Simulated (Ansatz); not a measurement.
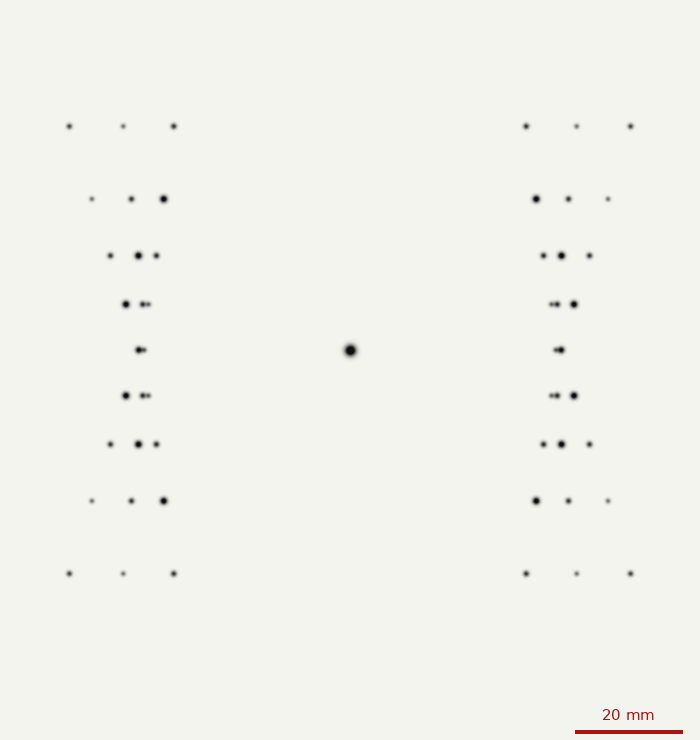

Simulated X-ray rotation photograph: Cu Kα radiation (λ = 1.5418 Å), cylindrical film of radius 57.3 mm unrolled, rotation axis vertical and normal to the beam, kinematic intensities without Lorentz or polarisation factors, the film spanning ±63° about the beam; spots down to d = 1.52 Å.

Q: What lattice repeat along the rotation axis do the layer lines give?

A: The first layer line lies 8.6 mm from the equator, so tan ν = 0.150, sin ν = 0.148 and the period is λ/sin ν = 10.41 Å. Further lines follow at 17.8, 28.4, 42.1 mm.

The crystal is Zn, space group P6_3/mmc (No. 194), a = 2.686 Å, c = 10.058 Å (hexagonal axes). Structure: the input geometry of an electronic-structure calculation (not necessarily at equilibrium); the starting structure was generated, so it need not be a known form of this composition.

Q: About which axis was it rotated?

A: About [101] (or an equivalent direction), whose length in the conventional cell is 10.411 Å. The period alone comes close to that of [001] as well.
